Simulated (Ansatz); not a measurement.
**Be2Se (charge +1, doublet): density, localisation and related maps**

The calculation's input:

```
crystal:
  periodic: [false, false, false]
  atoms:
    - {symbol: Be, position_ang: [0.474970, -1.025700, 0.380352]}
    - {symbol: Be, position_ang: [-0.636925, 0.078400, -1.005238]}
    - {symbol: Se, position_ang: [0.161945, 0.947289, 0.624886]}
basis:
  gaussian: {orbitals: def2-TZVP, initial_orbitals: start.molden}
total_charge: 1
magnetization: {spin_polarized: true, initial_magnetization: 1}
hamiltonian: {xc: pbe0, dispersion: d4}
scf: {omitted_lower_state_checks: [starts]}
output: {orbitals: {seedname: orbitals}}
```

Run with:

```sh
ansatz run in.yaml --threads 4 --pin off --events-out ev --progress --plain --max-ram 3916MiB
```

Geometry: r2SCAN-D4/def2-TZVP.

Computed with UKS PBE0-D4/def2-TZVP in Ansatz 0.2.0.

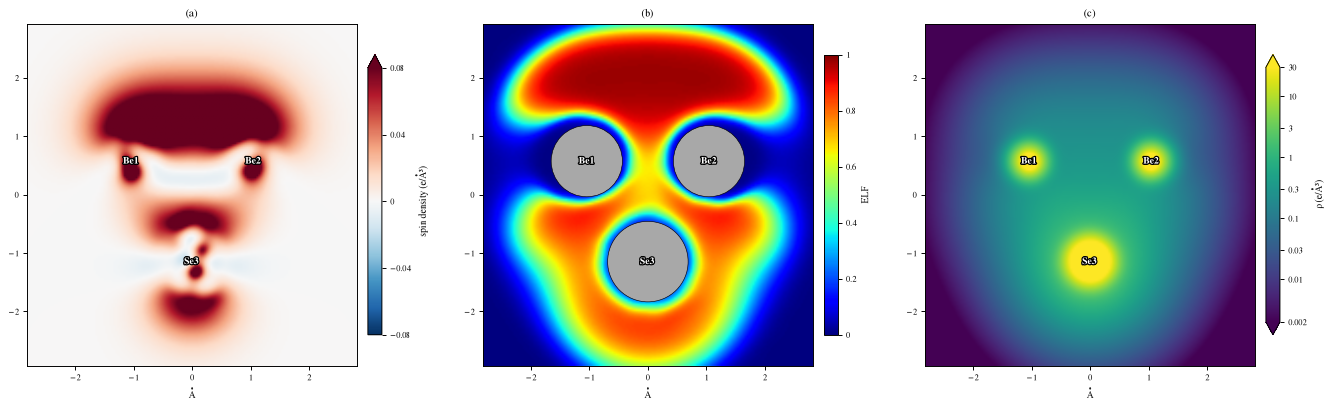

Figure 1. (a) spin density; (b) electron localisation function; (c) electron density on the molecular plane. Grey discs cover the atomic cores in the ELF map.

Q: Read the bonding off the picture.

A: The section cuts through Be and Se sites.
Be–Se (2.01 Å): ρ is about 0.78 e/Å³ halfway; the ELF peaks at about 0.80 in the valence shell of Se, 1.1 Å from its nucleus, and is about 0.75 at the midpoint.
The ELF also peaks beside Se3, away from the bonds: non-bonding electrons, paired or unpaired.
The unpaired spin (1 electron) lies mostly on Be1 (about 0.4), Be2 (about 0.4) and Se3 (about 0.2), in electrons by Hirshfeld's partition.

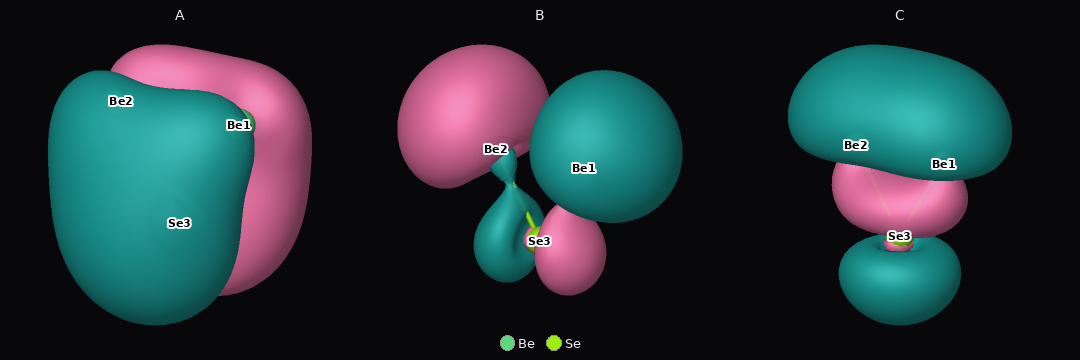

Figure 2. Three frontier orbitals at ±0.08 Å⁻³ᐟ² (teal and pink are the two phases), in no order.

Q: Which picture is the HOMO−1, the HOMO and the LUMO? All are α orbitals.

A: A is the HOMO−1 (α) (−13.25 eV). By Hirshfeld shares it lies mainly on Se3 (about 70 %), Be1 (about 15 %) and Be2 (about 15 %); it changes sign across the molecular plane (π type). C is the HOMO (α) (−12.26 eV). By Hirshfeld shares it lies mainly on Be1 (about 35 %), Be2 (about 35 %) and Se3 (about 30 %); it is symmetric in the molecular plane (an in-plane orbital: σ, lone-pair or in-plane π type). B is the LUMO (α) (−8.70 eV). By Hirshfeld shares it lies mainly on Be1 (about 45 %), Be2 (about 45 %) and Se3 (about 10 %).

Q: What is the gap between the highest occupied and lowest empty α orbitals?

A: 3.56 eV between the orbital energies.

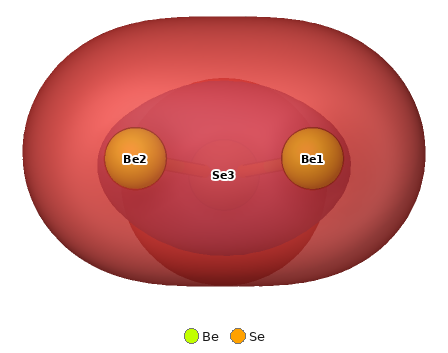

Figure 3. One frontier orbital at ±0.08 Å⁻³ᐟ² (red and blue are the two phases), seen from one side.

Q: Which orbital is it: HOMO (α) or LUMO (α)?

A: The HOMO (α), at −12.26 eV. Its weight (Hirshfeld) is mainly on Be1 (about 35 %), Be2 (about 35 %) and Se3 (about 30 %); it is symmetric in the molecular plane (an in-plane orbital: σ, lone-pair or in-plane π type).
